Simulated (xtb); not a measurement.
**CAlClFNO (charge −1): geometry relaxation (part 5 of 5)**

Continued. System: CAlClFNO, charge −1, multiplicity 2. Method: GFN0-xTB (xtb 6.7.1). The geometry comes from this level: PBE0-D4/def2-TZVP.

Geometry of the input (Å):
```
O  -1.7260  -0.3013  2.3539
C  -1.0345  -0.2447  1.4216
N  -0.3214  -0.1963  0.4618
Al 0.6948  0.0331  -0.9334
F  1.3792  -1.2682  -1.6424
Cl 1.0500  1.9134  -1.7078
```

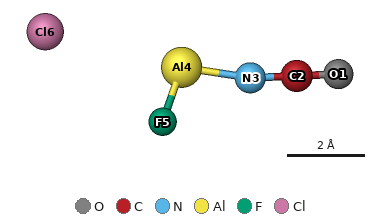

The geometry at step 44 of the log (ball-and-stick view, seen at a tilt; atoms are numbered from 1 in the order of the input).

Trajectory as extended XYZ, continued:
```
6
Properties=species:S:1:pos:R:3 step=38 energy=-527.43018
O    -2.0396   -0.8312    2.5229
C    -1.3556   -0.5988    1.6707
N    -0.5902   -0.3467    0.7192
Al    0.3838    0.3686   -0.6501
F     1.3935   -0.9544   -1.1435
Cl    2.2502    2.2984   -3.1655
6
Properties=species:S:1:pos:R:3 step=39 energy=-527.43034
O    -2.0871   -0.8363    2.4846
C    -1.3807   -0.6018    1.6505
N    -0.5927   -0.3455    0.7177
Al    0.4066    0.3735   -0.6310
F     1.4468   -0.9401   -1.0893
Cl    2.2493    2.2862   -3.1787
6
Properties=species:S:1:pos:R:3 step=40 energy=-527.43053
O    -2.1029   -0.8320    2.4706
C    -1.3892   -0.6047    1.6416
N    -0.5938   -0.3512    0.7152
Al    0.4188    0.3742   -0.6197
F     1.4661   -0.9345   -1.0718
Cl    2.2432    2.2842   -3.1822
6
Properties=species:S:1:pos:R:3 step=41 energy=-527.43060
O    -2.1216   -0.8317    2.4549
C    -1.3988   -0.6071    1.6329
N    -0.5934   -0.3521    0.7159
Al    0.4263    0.3785   -0.6105
F     1.4861   -0.9237   -1.0534
Cl    2.2435    2.2721   -3.1862
6
Properties=species:S:1:pos:R:3 step=42 energy=-527.43063
O    -2.1216   -0.8325    2.4547
C    -1.3986   -0.6071    1.6332
N    -0.5923   -0.3509    0.7180
Al    0.4227    0.3812   -0.6112
F     1.4848   -0.9190   -1.0554
Cl    2.2472    2.2642   -3.1856
6
Properties=species:S:1:pos:R:3 step=43 energy=-527.43049
O    -2.1253   -0.8313    2.4523
C    -1.3962   -0.6072    1.6358
N    -0.5927   -0.3513    0.7179
Al    0.4230    0.3819   -0.6102
F     1.4844   -0.9184   -1.0553
Cl    2.2490    2.2623   -3.1869
6
Properties=species:S:1:pos:R:3 step=44 energy=-527.43065
O    -2.1241   -0.8337    2.4531
C    -1.3991   -0.6069    1.6337
N    -0.5915   -0.3499    0.7198
Al    0.4229    0.3825   -0.6100
F     1.4848   -0.9174   -1.0547
Cl    2.2491    2.2614   -3.1881
6
Properties=species:S:1:pos:R:3 step=45 energy=-527.43066
O    -2.1250   -0.8346    2.4522
C    -1.3997   -0.6067    1.6335
N    -0.5912   -0.3492    0.7204
Al    0.4236    0.3839   -0.6088
F     1.4849   -0.9162   -1.0542
Cl    2.2495    2.2587   -3.1894
6
Properties=species:S:1:pos:R:3 step=46 energy=-527.43068
O    -2.1280   -0.8368    2.4496
C    -1.4011   -0.6061    1.6330
N    -0.5909   -0.3470    0.7220
Al    0.4263    0.3880   -0.6047
F     1.4853   -0.9128   -1.0527
Cl    2.2505    2.2508   -3.1936
6
Properties=species:S:1:pos:R:3 step=47 energy=-527.43069
O    -2.1297   -0.8381    2.4481
C    -1.4020   -0.6059    1.6328
N    -0.5908   -0.3458    0.7229
Al    0.4278    0.3903   -0.6021
F     1.4855   -0.9109   -1.0517
Cl    2.2512    2.2463   -3.1962
6
Properties=species:S:1:pos:R:3 step=48 energy=-527.43069
O    -2.1306   -0.8387    2.4473
C    -1.4024   -0.6058    1.6326
N    -0.5907   -0.3451    0.7233
Al    0.4286    0.3916   -0.6007
F     1.4856   -0.9098   -1.0512
Cl    2.2516    2.2437   -3.1976
6
Properties=species:S:1:pos:R:3 step=49 energy=-527.43069
O    -2.1315   -0.8392    2.4466
C    -1.4028   -0.6059    1.6324
N    -0.5907   -0.3443    0.7237
Al    0.4294    0.3930   -0.5992
F     1.4858   -0.9087   -1.0508
Cl    2.2519    2.2411   -3.1990
```

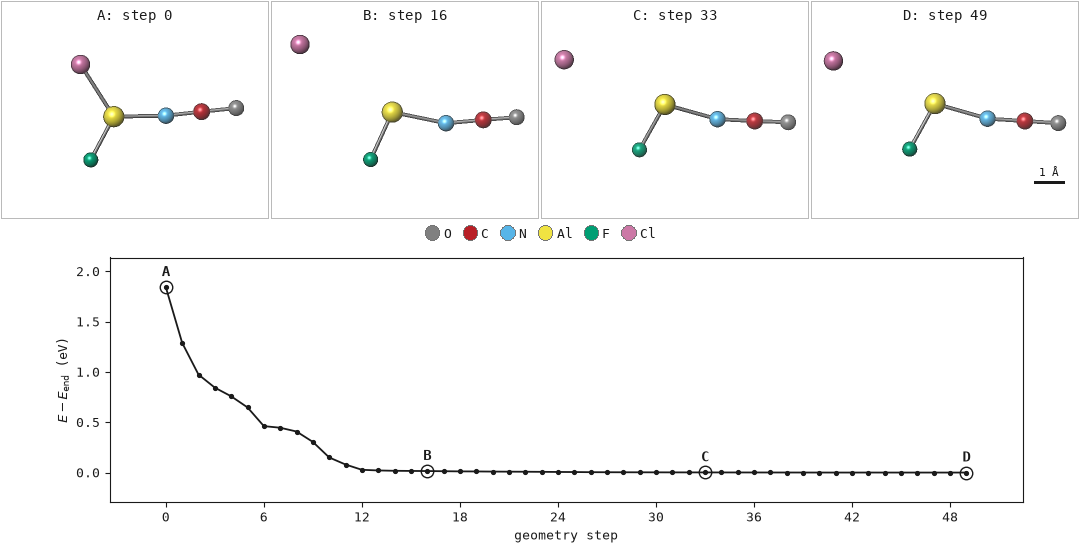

Frames of the relaxation (ball-and-stick view, seen on its broad side) above the curves, on which the letters mark them (steps are counted from 0).

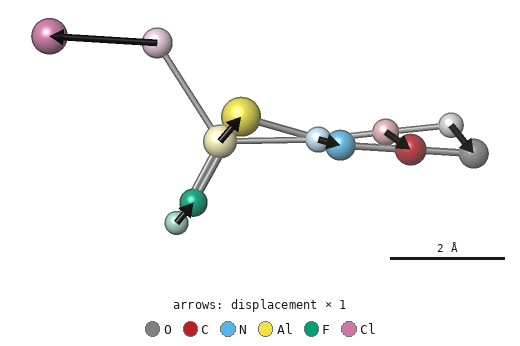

Start (faint) and end (solid) with the displacements as black arrows, at true length (ball-and-stick view, seen on its broad side). The two geometries are laid on each other by the best rigid fit. Cl6 moves most after the best rigid fit: 1.91 Å. Largest moves by element: Cl 1.91 Å, O 0.64 Å, Al 0.57 Å, C 0.54 Å, F 0.47 Å, N 0.40 Å. Distances before and after: Al4–Cl6 2.064 → 3.674 Å, Al4–F5 1.632 → 1.736 Å, N3–Al4 1.741 → 1.826 Å, C2–N3 1.197 → 1.246 Å. Bonds break: Al4–Cl6 (2.06 → 3.67 Å). Among the angles that change: N3–Al4–F5 119.2° → 103.0°, C2–N3–Al4 174.7° → 167.7°. The energy falls by 1.843 eV in 49 geometry steps. (Atoms are counted from 1 in the order of the input.)

Key numbers:

| quantity | value |
| --- | --- |
| outcome | converged |
| electrons treated | 33 |
| total energy | −19.382720 hartree |
| dispersion energy | −0.001645 hartree |
| basis functions | 36 |
| peak memory | 0.074 GiB |
